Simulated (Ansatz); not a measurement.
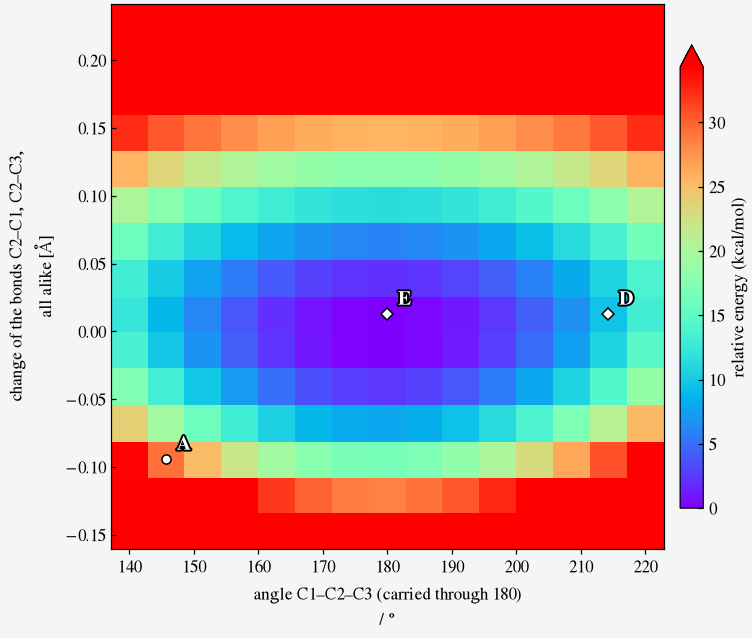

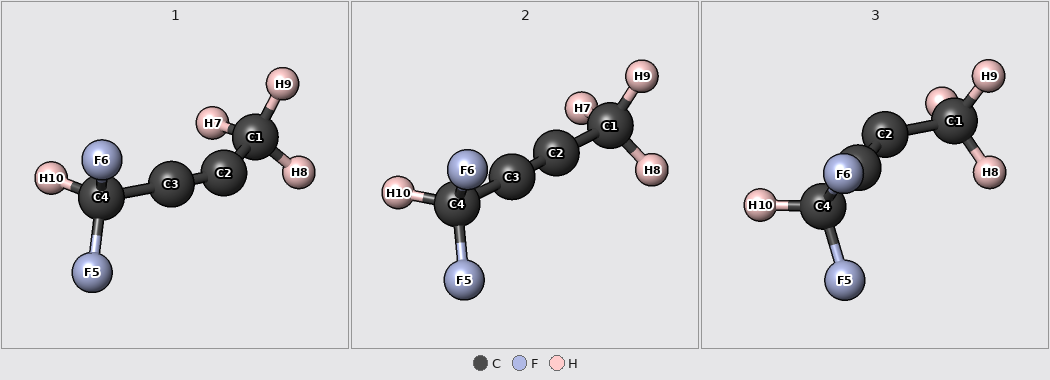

C₄H₄F₂, SMILES CC#CC(F)F. First axis: angle C1–C2–C3 (carried through 180). Second axis: change of the bonds C2–C1, C2–C3, all alike. Nothing is relaxed (all other coordinates rigid). The grid has 15 × 15 points. Points are written as (first, second). Energies are in kcal/mol, from the lowest grid point. These are results of Ansatz 0.2.0, RKS PBE-D4/def2-SVP, not measurements.

The picture shows one coloured cell a grid point, one colour for all values above the top of the scale, lettered points. The numbered pictures are the structures at these points, in random order.

Which structure belongs to which point?

A is structure 1: (145.7°, −0.094 Å), 29.3 kcal/mol; D is structure 3: (214.3°, 0.013 Å), 9.6 kcal/mol; E is structure 2: (180.0°, 0.013 Å), 0.0 kcal/mol.
